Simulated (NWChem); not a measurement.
# CClF3 (SMILES FC(F)(F)Cl) at 6 levels

We compute a comparison of 6 runs (BHLYP/def2-SVPD, M06-2X/def2-SVPD, M06-L/def2-SVPD, PBE/def2-SVPD, r2SCAN/def2-SVPD, revPBE/def2-SVPD) of CClF3. 

Program for the calculation: NWChem 7.3.0.

1 further run of the same task is left out (it didn't finish).

## 1. The molecule

CClF3 has 5 atoms, charge 0, and is taken as a singlet. As SMILES, `FC(F)(F)Cl`. The C2–Cl5 distance was set to 3.160 Å, away from the relaxed value. At this shape a bond of the SMILES string is far longer than usual.

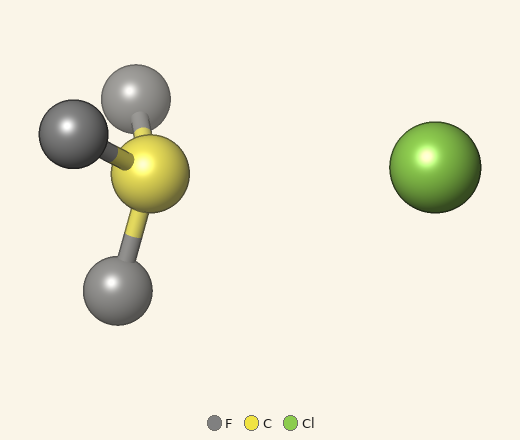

Viewed from a chosen angle; fluorine grey, carbon yellow, chlorine green.

## 2. A single-point energy at BHLYP/def2-SVPD (run 1)

work.nw

```
start work
memory 2200 mb

geometry units angstrom noautosym nocenter noautoz
 F     -0.009092    -1.217498     1.953359
 C     -0.224992    -1.319098     0.653359
 F     -1.472392    -1.711198     0.460159
 F      0.588908    -2.235598     0.158759
 Cl     0.276300     1.463300    -0.758000
end

basis "ao basis" spherical bse
 F library def2-SVPD
 C library def2-SVPD
 Cl library def2-SVPD
end

dft
 xc bhlyp
 grid fine
 convergence energy 1e-08
 maxiter 100
 mulliken
 print low
end

task dft energy
```

Command:

```
$ nwchem work.nw > work.out
```

What it wrote:

```text
[...]
 d= 0,ls=0.0,diis     1   -796.7937513671 -1.00D+03  2.72D-02  2.28D+00     2.1
[...]
 d= 0,ls=0.5,diis    63   -797.1592779438 -7.48D-09  1.62D-06  6.47D-09   103.6
         Total DFT energy =     -797.159277948229
      One electron energy =    -1510.076139005326
           Coulomb energy =      572.205804872048
    Exchange-Corr. energy =      -64.614068610061
 Nuclear repulsion energy =      205.325124795109
[...]
      Total Density - Mulliken Population Analysis
     ---------------------------------------------
    Atom       Charge   Shell Charges
 -----------   ------   -------------------------------------------------------
    1 F    9     9.36   1.99  1.15  0.79  0.09  3.33  1.88  0.12  0.01  0.01
    2 C    6     4.65   1.99  0.94 -0.11 -0.07  1.68  0.09  0.17 -0.03
    3 F    9     9.36   1.99  1.15  0.79  0.09  3.33  1.88  0.12  0.01  0.01
    4 F    9     9.36   1.99  1.15  0.79  0.09  3.33  1.88  0.12  0.01  0.01
    5 Cl  17    17.27   2.00  1.99  1.31  0.67  0.03  5.93  2.06  3.01  0.25  0.00  0.00
[...]
```

Run time: 1.8 min. Hardware: 1 thread of Intel Xeon Platinum 8488C (Sapphire Rapids), shared host; peak memory 0.11 GiB.

## 3. A single-point energy at M06-2X/def2-SVPD (run 2)

input.nw

```
start input
title "CClF3"
memory 2200 mb

geometry units angstrom noautosym nocenter noautoz
F       -0.009092      -1.217498       1.953359
C       -0.224992      -1.319098       0.653359
F       -1.472392      -1.711198       0.460159
F        0.588908      -2.235598       0.158759
Cl       0.276300       1.463300      -0.758000
end

basis spherical bse
* library def2-SVPD
end

dft
xc m06-2x
grid fine
convergence energy 1e-08
maxiter 100
mulliken
print medium
end

task dft energy
```

Command:

```
$ nwchem input.nw > input.out
```

What it wrote:

```text
[...]
          Wavefunction type:  closed shell.
          No. of atoms     :     5
          No. of electrons :    50
[...]
          Charge           :     0
          Spin multiplicity:     1
[...]
          AO basis - number of functions:   116
[...]
              XC Information
              --------------
                       M06-2X Method XC Functional
                     Hartree-Fock (Exact) Exchange  0.540
                        M06-2X Exchange Functional  1.000
                      M06-2X Correlation Potential  1.000
[...]
 d= 0,ls=0.0,diis     1   -796.7957555629 -1.00D+03  2.79D-02  2.35D+00     2.3
[...]
 d= 0,ls=0.5,diis    63   -797.1748524016 -5.88D-09  1.52D-06  4.06D-09   119.6
         Total DFT energy =     -797.174852404965
      One electron energy =    -1509.926496038144
           Coulomb energy =      572.029352947199
    Exchange-Corr. energy =      -64.602834109129
 Nuclear repulsion energy =      205.325124795109
[...]
      Total Density - Mulliken Population Analysis
     ---------------------------------------------
    Atom       Charge   Shell Charges
 -----------   ------   -------------------------------------------------------
    1 F    9     9.33   1.99  1.15  0.79  0.08  3.32  1.87  0.12  0.01  0.01
    2 C    6     4.75   1.99  0.93 -0.06 -0.06  1.69  0.12  0.17 -0.03
    3 F    9     9.33   1.99  1.15  0.79  0.08  3.32  1.87  0.12  0.01  0.01
    4 F    9     9.33   1.99  1.15  0.79  0.08  3.32  1.87  0.12  0.01  0.01
    5 Cl  17    17.27   2.00  1.99  1.28  0.70  0.03  5.94  2.05  3.03  0.25  0.00  0.01
[...]
```

It took 2 min on 1 thread of Intel Xeon Platinum 8488C (Sapphire Rapids), shared host; peak memory 0.12 GiB.

Runs 3 to 5 aren't shown in full; the table further down has their settings and results.

## 4. The energy at revPBE/def2-SVPD (run 6)

cclf3.xyz

```xyz
5
CClF3 revPBE
F     -0.009092    -1.217498     1.953359
C     -0.224992    -1.319098     0.653359
F     -1.472392    -1.711198     0.460159
F      0.588908    -2.235598     0.158759
Cl     0.276300     1.463300    -0.758000
```

cclf3.nw

```
start cclf3
title "CClF3 revPBE"
memory stack 880 mb heap 220 mb global 1100 mb

geometry noautosym nocenter noautoz
 load cclf3.xyz
end

basis "ao basis" spherical bse
 F library def2-SVPD
 C library def2-SVPD
 Cl library def2-SVPD
end

dft
 xc revpbe cpbe96
 mult 1
 grid fine
 convergence energy 1e-08
 maxiter 100
 mulliken
end

task dft energy
```

Command:

```
$ nwchem cclf3.nw > cclf3.out
```

What it wrote:

```text
[...]
          Wavefunction type:  closed shell.
          No. of atoms     :     5
          No. of electrons :    50
[...]
          Charge           :     0
          Spin multiplicity:     1
[...]
          AO basis - number of functions:   116
[...]
              XC Information
              --------------
                        RevPBE Exchange Functional  1.000
            Perdew 1991 LDA Correlation Functional  1.000 local
           PerdewBurkeErnz. Correlation Functional  1.000 non-local
[...]
 d= 0,ls=0.0,diis     1   -796.7092780738 -1.00D+03  5.84D-02  2.71D+00     2.0
[...]
 d= 0,ls=0.5,diis    94   -797.1561204498 -8.66D-09  3.62D-07  1.76D-07   156.5
         Total DFT energy =     -797.156120456966
      One electron energy =    -1510.091390162033
           Coulomb energy =      572.168833152055
    Exchange-Corr. energy =      -64.558688242097
 Nuclear repulsion energy =      205.325124795109
[...]
      Total Density - Mulliken Population Analysis
     ---------------------------------------------
    Atom       Charge   Shell Charges
 -----------   ------   -------------------------------------------------------
    1 F    9     9.29   1.99  1.16  0.77  0.09  3.32  1.80  0.13  0.01  0.01
    2 C    6     4.86   1.98  0.98 -0.06 -0.07  1.78  0.12  0.17 -0.04
    3 F    9     9.29   1.99  1.16  0.77  0.09  3.32  1.80  0.13  0.01  0.01
    4 F    9     9.29   1.99  1.16  0.77  0.09  3.32  1.80  0.13  0.01  0.01
    5 Cl  17    17.28   2.00  1.98  1.32  0.67  0.03  5.93  2.09  2.98  0.27  0.00  0.00
[...]
```

Run time: 2.6 min. Hardware: 1 thread of Intel Xeon Platinum 8488C (Sapphire Rapids), shared host; peak memory 0.11 GiB.

## 5. The series

```
run             level  energy (Eh)  wall time
  1   BHLYP/def2-SVPD  -797.159278    1.8 min
  2  M06-2X/def2-SVPD  -797.174852      2 min
  3   M06-L/def2-SVPD  -797.284564    3.1 min
  4     PBE/def2-SVPD  -796.839072    2.9 min
  5  r2SCAN/def2-SVPD  -797.154639    2.8 min
  6  revPBE/def2-SVPD  -797.156120    2.6 min
```

## 6. Results

| quantity | value |
| --- | --- |
| run 6: total energy | -797.15612 Eh |
| run 6: dipole moment | 3.56 D |
| run 6: HOMO energy | -7.14 eV |
| run 6: LUMO energy | -6.85 eV |
| run 6: HOMO–LUMO gap | 0.29 eV |

Over runs 2, 3, 4, 5, 6 the dipole moment (its size) runs from 3.47 D (M06-2X/def2-SVPD) to 3.60 D (r2SCAN/def2-SVPD). Over runs 2, 3, 4, 5, 6 the HOMO–LUMO gap runs from 0.27 eV (PBE/def2-SVPD) to 4.39 eV (M06-2X/def2-SVPD). Totals of different functionals can't be ranked against each other. In runs 1, 2, 3, 4, 5, 6 a closed-shell determinant meets a far-stretched bond, which it describes badly. All runs together took 15 min, the longest 3.1 min.
